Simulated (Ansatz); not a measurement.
# Effect of Sn on a Cu site (antisite), symmetric start on ZnCu2SnS4

The reference is an 8-atom supercell of ZnCu₂SnS₄ (space group I-4, No. 82; a = 5.374 Å, c = 10.754 Å) at its relaxed geometry.

One thing is altered: one Cu atom is replaced by Sn, atoms relaxed at fixed cell.

Method: PBEsol, PAW, 420 eV (Ansatz, a quantum-chemistry and plane-wave program; no spin-orbit coupling). Γ-centred 5×5×5 mesh, Fermi–Dirac width 0.01 eV.

| quantity | base | changed | shift |
|---|---|---|---|
| pressure | 0.0 GPa | 17.8 GPa | +17.8 GPa |
| mean distance from the defect site to its nearest host atoms | 2.27 Å | 2.45 Å | +0.18 Å |

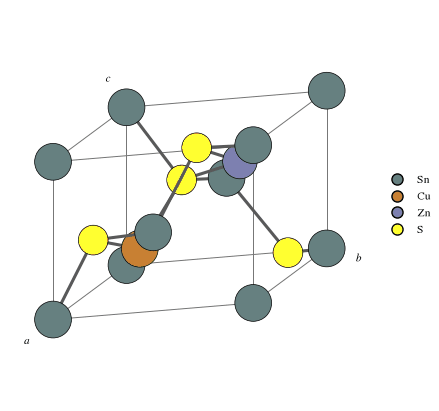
*The relaxed cell after the change*

Cost of the whole job for the changed cell (relaxation, final SCF and bands): roughly 120 core-seconds.

Other magnetic orders, which the real material may have, were not ruled out. The cell is small, so the values are those of an ordered compound at a high defect concentration; dilute-limit values will differ. A case with no gap was solved on a k-mesh chosen for an insulator, which is coarse for it. The defect started on the symmetric site and kept its symmetry, so it may sit on a saddle. Seeded moments were not kept for Sn on a Cu site (antisite). Spin-polarised in the final run: Sn on a Cu site (antisite); the other runs are not. The defect cell is spin-polarised and ends with 0.0 μB.
